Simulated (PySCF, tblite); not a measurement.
**C₅H₁₀N radical: geometry, infrared bands and EPR parameters**

What infrared bands and EPR parameters should C₅H₁₀N radical (`CC[C]1CCN1`) show?

The runs use tblite 0.8.0 and PySCF 2.14.0, with density-fitted response routines of our own; the level of theory stands in each step. All values are computed, except where a source is named. Atoms are numbered from 0 throughout.

## Step 1: Starting geometry

16 atoms, charge 0, multiplicity 2; geometry from: force field or distance geometry start.

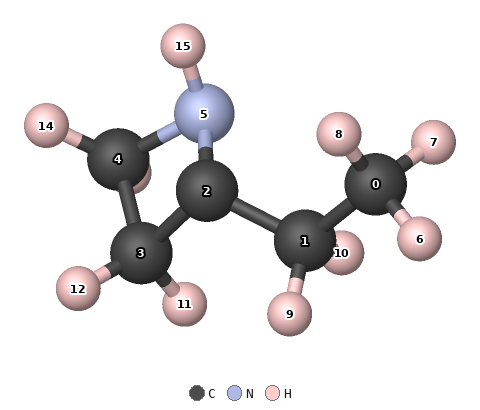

The starting geometry (carbon dark grey, nitrogen light blue, hydrogen pink), atoms numbered; sticks join atoms by distance.

## Step 2: Relaxing the molecule with GFN2-xTB

Job settings and geometry (Å):

```
{"job": {"kind": "relax", "xc": "GFN2-xTB", "basis": "xTB"}, "charge": 0, "multiplicity": 2}
C     -2.330600     0.114800     0.442400
C     -1.030500    -0.613200     0.405100
C      0.100700     0.144800    -0.202200
C      1.362600    -0.669500    -0.193100
C      2.100700     0.549800     0.340000
N      0.769800     1.108400     0.635100
H     -3.158700    -0.620500     0.294300
H     -2.519500     0.571700     1.467400
H     -2.438500     0.866200    -0.340300
H     -1.185900    -1.538800    -0.206300
H     -0.745400    -0.877400     1.454600
H      1.388500    -1.441300     0.627800
H      1.697000    -1.042600    -1.148000
H      2.706100     0.296200     1.226400
H      2.617400     1.099200    -0.467900
H      0.658700     2.061100     0.188200
```

The run is started by

```bash
$ OMP_NUM_THREADS=1 python probes_run.py task.json out
```

This one command runs all jobs of the session in turn.

What it wrote:

```text
step      E/eV     max force
  0    -506.21732    3.079
  1    -506.51456    1.360
  2    -506.63142    0.894
  3    -506.71258    0.743
  4    -506.76082    0.636
  5    -506.81418    0.550
  6    -506.84891    0.501
  7    -506.86892    0.322
  8    -506.88090    0.294
  9    -506.89164    0.377
 10    -506.90266    0.322
 11    -506.91325    0.261
 12    -506.92322    0.270
 13    -506.93216    0.230
 14    -506.93957    0.230
 15    -506.94619    0.226
 16    -506.95317    0.254
 17    -506.96133    0.262
 18    -506.97172    0.297
 19    -506.98294    0.274
 20    -506.99295    0.232
 21    -507.00212    0.258
 22    -507.01163    0.255
 23    -507.02071    0.247
 24    -507.02777    0.234
 25    -507.03219    0.188
 26    -507.03487    0.156
 27    -507.03774    0.141
 28    -507.04162    0.163
 29    -507.04557    0.177
 30    -507.04866    0.162
 31    -507.05132    0.122
 32    -507.05398    0.151
 33    -507.05623    0.138
 34    -507.05750    0.092
 35    -507.05827    0.068
 36    -507.05881    0.058
 37    -507.05989    0.054
 38    -507.06074    0.063
 39    -507.06189    0.071
 40    -507.06282    0.082
 41    -507.06397    0.093
 42    -507.06521    0.092
 43    -507.06629    0.078
 44    -507.06695    0.063
 45    -507.06740    0.052
 46    -507.06784    0.043
 47    -507.06831    0.050
 48    -507.06871    0.047
 49    -507.06895    0.036
 50    -507.06910    0.033
 51    -507.06923    0.030
 52    -507.06940    0.038
 53    -507.06961    0.043
 54    -507.06982    0.032
 55    -507.06998    0.031
 56    -507.07011    0.031
 57    -507.07025    0.028
 58    -507.07039    0.024
 59    -507.07049    0.019
 60    -507.07055    0.017
 61    -507.07059    0.016
 62    -507.07063    0.014
 63    -507.07069    0.015
 64    -507.07075    0.018
 65    -507.07078    0.013
 66    -507.07080    0.011
 67    -507.07081    0.009
```

Run time: 0.23 s. Hardware: 1 thread of Arm Neoverse V2, shared host.

Relaxation path: (not every step is listed)

```csv
step,energy from step 0 (eV),largest force (eV/Å)
0,0.0000,3.0789
1,-0.2972,1.3598
2,-0.4141,0.8944
3,-0.4953,0.7427
4,-0.5435,0.6359
5,-0.5969,0.5497
6,-0.6316,0.5013
7,-0.6516,0.3217
8,-0.6636,0.2939
13,-0.7148,0.2303
18,-0.7544,0.2968
23,-0.8034,0.2470
28,-0.8243,0.1630
33,-0.8389,0.1385
38,-0.8434,0.0629
43,-0.8490,0.0780
48,-0.8514,0.0469
53,-0.8523,0.0433
58,-0.8531,0.0236
62,-0.8533,0.0144
63,-0.8534,0.0151
64,-0.8534,0.0179
65,-0.8535,0.0132
66,-0.8535,0.0112
67,-0.8535,0.0095
```

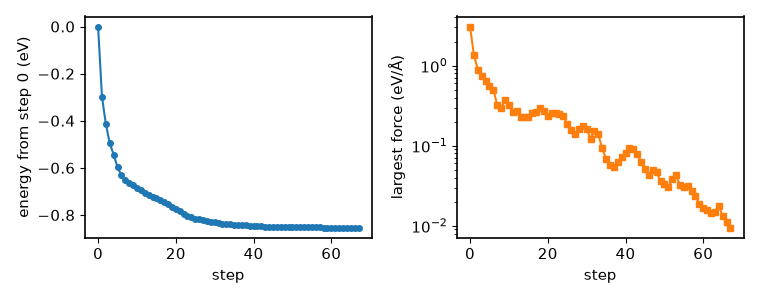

Energy and force, step by step.

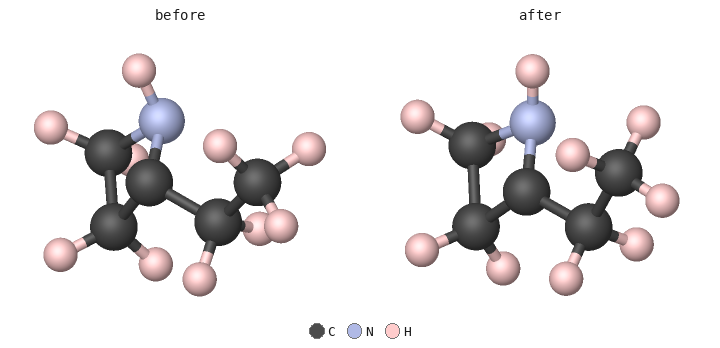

The geometry before (left) and after (right).

Close pairs (by a distance rule), those that changed most:

```csv
bond,before (Å),after (Å),change (Å)
C0–H7,1.138,1.087,-0.051
N5–H15,1.058,1.012,-0.046
C0–C1,1.491,1.528,+0.038
C3–H11,1.127,1.094,-0.033
C0–H6,1.117,1.088,-0.030
C2–N5,1.441,1.414,-0.028
C1–H9,1.120,1.094,-0.027
C3–C4,1.522,1.538,+0.017
```

The final coordinates are the input of the step that follows.

## Step 3: Harmonic vibrations with GFN2-xTB

Job settings and geometry (Å):

```
{"job": {"kind": "ir", "xc": "GFN2-xTB", "basis": "xTB"}, "charge": 0, "multiplicity": 2}
C     -2.295598     0.222495     0.394820
C     -1.131123    -0.766349     0.428986
C      0.155991    -0.123547     0.060551
C      1.510445    -0.737489    -0.166389
C      2.062930     0.623052     0.292016
N      0.717557     1.000389     0.708472
H     -3.231319    -0.280985     0.627260
H     -2.138550     1.012297     1.125573
H     -2.381329     0.673378    -0.591331
H     -1.316406    -1.583154    -0.274240
H     -1.079524    -1.210699     1.436885
H      1.770271    -1.572000     0.491374
H      1.743330    -1.019651    -1.194198
H      2.766028     0.603116     1.127534
H      2.479797     1.230498    -0.516625
H      0.359902     1.937593     0.572867
```

What it wrote:

```text
mode    cm-1     km/mol
  1      39.9      0.04
  2     131.5      4.69
  3     194.8      0.35
  4     232.3      0.61
  5     308.4     19.73
  6     403.5      1.13
  7     603.5     59.49
  8     730.4     33.81
  9     795.5      0.87
 10     811.0     11.54
 11     924.8     11.65
 12     981.1      1.22
 13    1007.7      2.26
 14    1040.4      3.06
 15    1047.8      6.59
 16    1073.7      1.11
 17    1086.8      0.55
 18    1099.1     13.28
 19    1142.0      1.18
 20    1182.2      7.79
 21    1212.4      1.57
 22    1227.9     16.53
 23    1238.7      0.89
 24    1270.6      7.56
 25    1328.5     13.00
 26    1395.7     62.94
 27    1407.8     14.06
 28    1458.2      0.29
 29    1467.5      0.32
 30    1481.2      0.87
 31    1502.3      2.38
 32    1507.9      2.67
 33    2804.6     69.69
 34    2903.2     22.78
 35    2925.5     89.71
 36    2959.0      6.26
 37    2960.7     88.60
 38    2963.7     74.05
 39    3029.8     50.62
 40    3033.0     45.63
 41    3039.5     29.18
 42    3357.4     15.91
```

It took 0.27 s on 1 thread of Arm Neoverse V2, shared host.

Which atoms move in the most intense modes:

```csv
cm⁻¹,km/mol,atoms
604,59.5,"H15 32 %, N5 21 %, C1 17 %"
1396,62.9,"C2 48 %, N5 15 %, C1 12 %"
2805,69.7,H10 93 %
2926,89.7,"H14 73 %, H11 12 %"
2961,88.6,"H13 61 %, H9 20 %"
2964,74.0,"H12 52 %, H13 15 %, H9 15 %"
3030,50.6,"H6 70 %, H8 19 %"
3033,45.6,"H8 66 %, H6 14 %, H7 13 %"
```

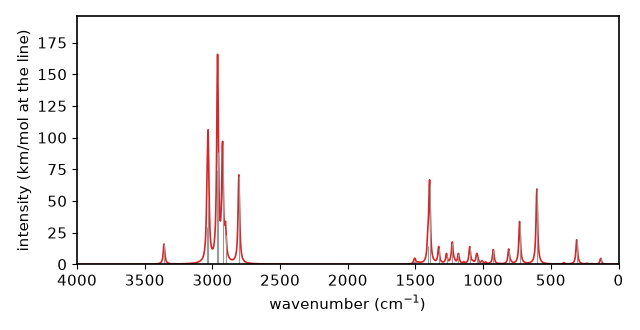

The infrared spectrum from these modes, unscaled. Lines are broadened to a width of 14 cm⁻¹ (Lorentzian).

## Step 4: EPR parameters: B3LYP/pcH-1

Settings changed since step 3:

```diff
@@ -1,2 +1,2 @@
-{"job": {"kind": "ir", "xc": "GFN2-xTB", "basis": "xTB"}, "charge": 0, "multiplicity": 2}
+{"job": {"kind": "epr", "basis": "pcH-1"}, "charge": 0, "multiplicity": 2}
 C     -2.295598     0.222495     0.394820
```

With the program's defaults for keys left out, this is: UKS B3LYP, pcH-1 on C H N, non-relativistic, mean-field spin-orbit, GIAO.

What it wrote:

```text
UKS, coarse grid
  cycle   1  E = -251.18715296  |g| = 3.14e-01
  cycle   2  E = -251.17119444  |g| = 3.70e-01
  cycle   3  E = -251.24092437  |g| = 3.08e-02
  cycle   4  E = -251.24122204  |g| = 2.00e-02
  cycle   5  E = -251.24139489  |g| = 6.85e-03
  cycle   6  E = -251.24141492  |g| = 2.07e-03
  cycle   7  E = -251.24141730  |g| = 1.40e-03
  cycle   8  E = -251.24141846  |g| = 1.76e-04
UKS, final grid
  cycle   1  E = -251.24142445  |g| = 1.34e-04
  cycle   2  E = -251.24142445  |g| = 1.54e-04
  cycle   3  E = -251.24142446  |g| = 3.88e-05
  cycle   4  E = -251.24142446  |g| = 1.67e-05
E = -251.24142446 Eh   <S^2> = 0.7535 (exact 0.7500)
g shifts (ppm)      1          2          3
  rmc          -167       -167       -167
  gc              7         29         23
  oz_so         -33        645       1061
  total        -193        507        917
hyperfine (MHz)  atom isotope    a_iso     a_fc   dipolar eigenvalues
    0   13C      24.78      24.78     -1.43     -1.29      2.72
    1   13C       9.10       9.10     -3.18     -2.03      5.21
    2   13C     149.62     149.62    -69.73    -68.10    137.83
    3   13C     -19.05     -19.05     -2.38     -0.12      2.50
    4   13C      -0.85      -0.85     -1.70     -0.63      2.33
    5   14N       9.47       9.47    -10.65    -10.59     21.24
    6    1H      -1.13      -1.13     -1.94     -1.40      3.34
    7    1H      -1.24      -1.24     -2.74     -2.39      5.13
    8    1H      -1.72      -1.72     -3.91     -2.65      6.56
    9    1H      13.80      13.80     -5.89     -4.28     10.17
   10    1H     102.57     102.57     -4.26     -3.05      7.31
   11    1H      67.75      67.75     -3.70     -2.79      6.49
   12    1H      71.30      71.30     -4.95     -3.80      8.76
   13    1H      10.11      10.11     -2.86     -2.50      5.36
   14    1H       3.08       3.08     -3.56     -2.39      5.94
   15    1H      53.42      53.42    -12.70     -6.79     19.49
```

Run time: 35 s. Hardware: 1 thread of Arm Neoverse V2, shared host; peak memory 0.98 GiB.

Principal g values 2.00213, 2.00283, 2.00324; g(iso) = 2.00273, against 2.00232 for a free electron.

Hyperfine couplings; where a row names several nuclei, a(iso) is their mean (it holds for fast rotation or exchange) and the dipolar term the largest among them:

```csv
nuclei,isotope,a(iso) (MHz),"a(iso) (G, at g = 2.0023)",largest dipolar term (MHz)
C2,13C,149.6,53.4,137.8
"H11, H12",1H,69.5,24.8,8.8
"H9, H10",1H,58.2,20.8,10.2
H15,1H,53.4,19.1,19.5
C0,13C,24.8,8.8,2.7
C3,13C,-19.0,-6.8,2.5
N5,14N,9.5,3.4,21.2
C1,13C,9.1,3.2,5.2
"H13, H14",1H,6.6,2.4,5.9
"H6, H7, H8",1H,-1.4,-0.5,6.6
C4,13C,-0.8,-0.3,2.3
```

Mulliken spin populations:

C0 0.00; C1 -0.05; C2 0.80; C3 -0.06; C4 0.00; N5 0.14; H6 0.00; H7 0.00; H8 0.01; H9 0.00; H10 0.07; H11 0.04; H12 0.02; H13 0.00; H14 0.00; H15 0.01

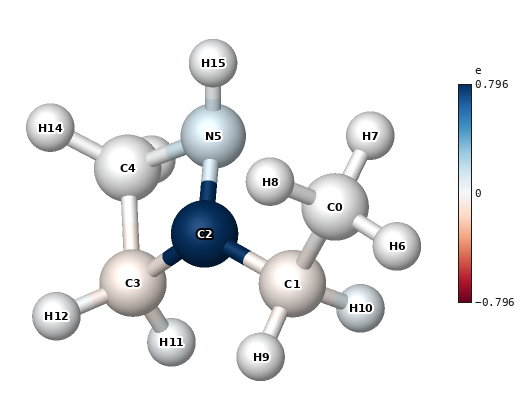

Mulliken spin populations, as colours on the atoms.

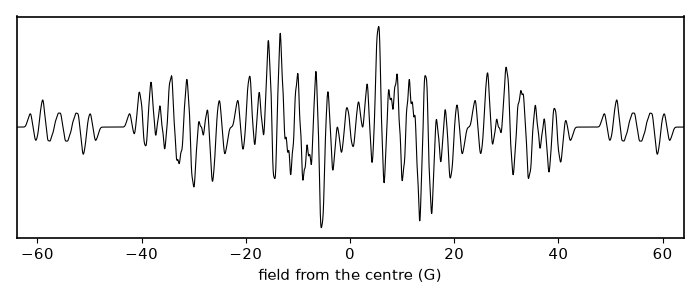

First-order isotropic spectrum (first derivative, main isotopes with spin only, couplings over 0.8 MHz, Gaussian width 0.3 G; couplings of the frozen geometry, rotation of groups not averaged beyond the rows shown).

Orbitals, density, ELF and potential are computed afterwards from the orbital file.

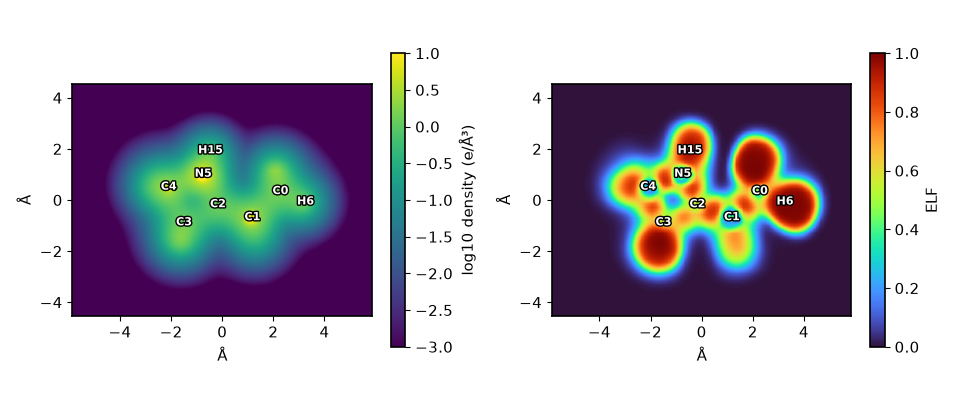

Density (left) and ELF (right) in a plane through or near 8 of the atoms.

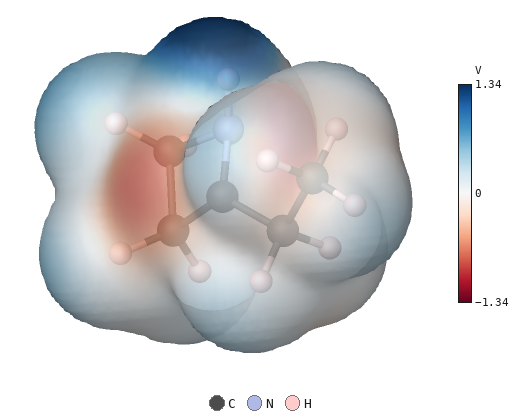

Electrostatic potential on the surface of density 0.002 e/bohr³; red is low, blue high. It runs from -1.17 V near N5 to 1.34 V near H15.

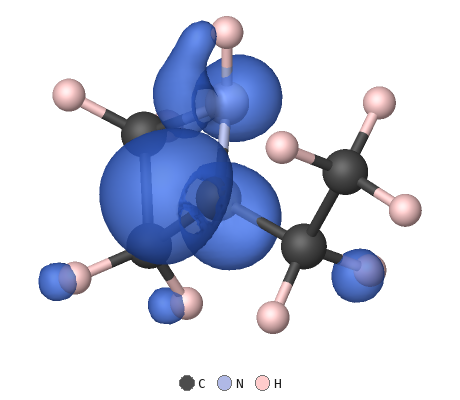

Spin density at ±0.04 e/Å³ (alpha excess blue, beta excess red).

## Step 5: Summary of results

```
                                 quantity                 value
strongest single infrared mode (GFN2-xTB)  2926 cm⁻¹, 90 km/mol
             zero-point energy (GFN2-xTB)         87.6 kcal/mol
                           g(iso) (B3LYP)               2.00273
                                     ⟨S²⟩    0.754 (exact 0.75)
       largest a(iso) (averaged by class)  13C on C2, 149.6 MHz
    surface potential, least and greatest    -1.17 V and 1.34 V
```

In words: Relaxing lowered the energy by 0.853 eV in 67 steps; the close pair that moved most is C0–H7, from 1.138 to 1.087 Å. All 42 modes are real, so the xTB geometry is a minimum. The strongest single mode, at 2926 cm⁻¹, moves mainly H14. Unscaled tight-binding wavenumbers are off by several per cent, some by more. Its intensities can rank the bands wrongly. C2 carries the largest spin population, 0.80 e. The isotropic g lies 0.4 ppt above the free-electron value.
